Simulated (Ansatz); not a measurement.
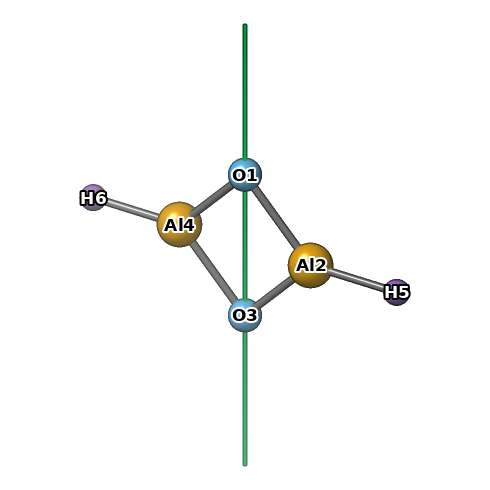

A line through the centre of mass is drawn in. Depth is shown by fading: the farther an atom, the more it takes the colour of the background. The geometry was computed by an optimisation with PBE0-D4/def2-TZVP. No frequency run is at hand to confirm it as a minimum.

Is the line a proper rotation axis of the structure, and of what order?

Yes, a C2 axis. A turn by 180° leaves O1, O3 in place and moves Al2 ↔ Al4; H5 ↔ H6. The point group is D2h.
